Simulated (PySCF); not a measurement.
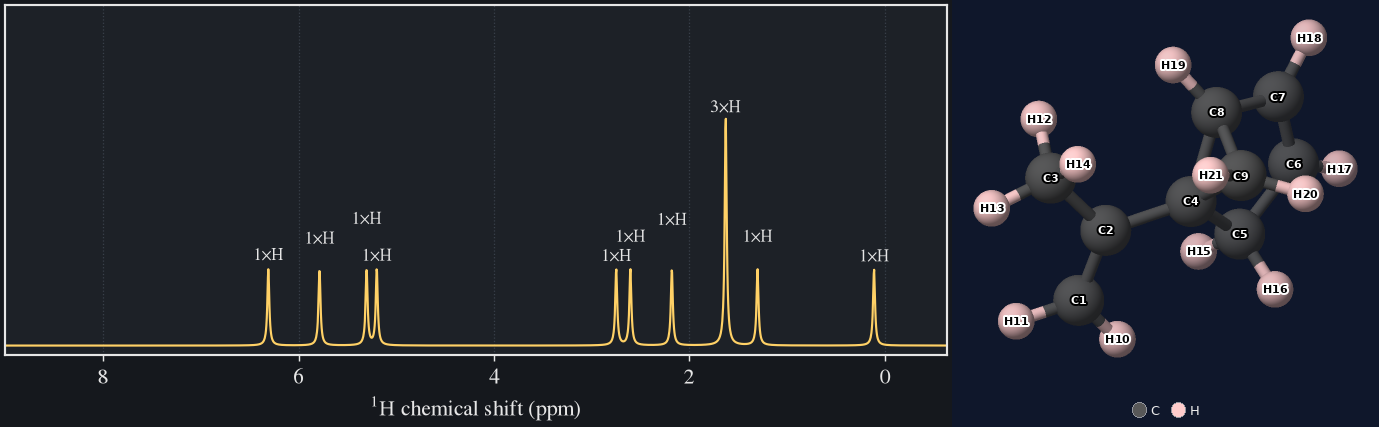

Spectrum and numbered structure of C₉H₁₂, SMILES C=C(C)[C@@]12CC=C[C@@H]1C2. GIAO shifts, PBE0/pcSseg-1 (IEF-PCM methanol) in PySCF, at a PBE0-D3(BJ)/def2-SVP geometry (no frequency check), against TMS for ¹H computed at the same level. fully decoupled, line heights follow the number of nuclei, widths are arbitrary (no quadrupolar broadening); values of one conformer, averaged over methyl-type rotors and exact or near symmetry; other conformers aren't averaged in.

Assign the ¹H signals to the numbered atoms.

Answer.
| δ (ppm) | nuclei | atoms |
| --- | --- | --- |
| 6.31 | 1 | H18 |
| 5.79 | 1 | H17 |
| 5.30 | 1 | H11 |
| 5.20 | 1 | H10 |
| 2.75 | 1 | H15 |
| 2.60 | 1 | H16 |
| 2.18 | 1 | H19 |
| 1.63 | 3 | H12, H13, H14 |
| 1.30 | 1 | H21 |
| 0.11 | 1 | H20 |
